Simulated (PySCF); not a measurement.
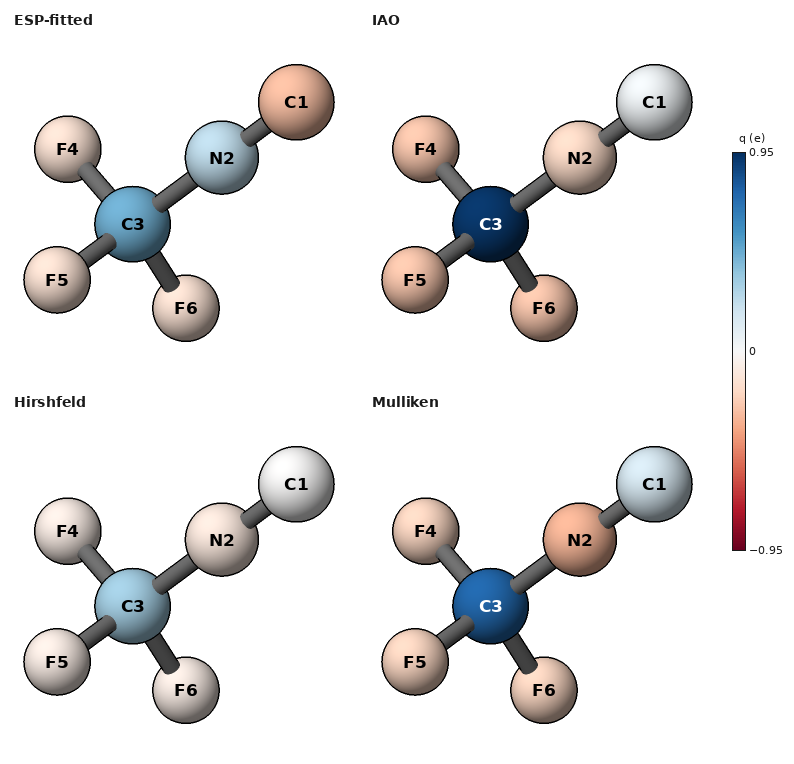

Atomic charges of one calculation by 4 schemes, on one colour scale. The computed structure is the end point of a PBE0-D3(BJ)/def2-TZVP optimisation. No frequency run is at hand to confirm it as a minimum. Method: PBE0/pcSseg-2 (PySCF 2.14.0).

**On which atom do the schemes disagree most?**

On C3 (from 0.32 to 0.92 e).

List the charges (e), one line for each set of equivalent atoms.

```
      atom  ESP-fitted    IAO  Hirshfeld  Mulliken
        C1       −0.28   0.04      −0.01      0.16
        N2        0.24  −0.18      −0.10     −0.32
        C3        0.45   0.92       0.32      0.74
F4, F5, F6       −0.14  −0.26      −0.07     −0.20
```
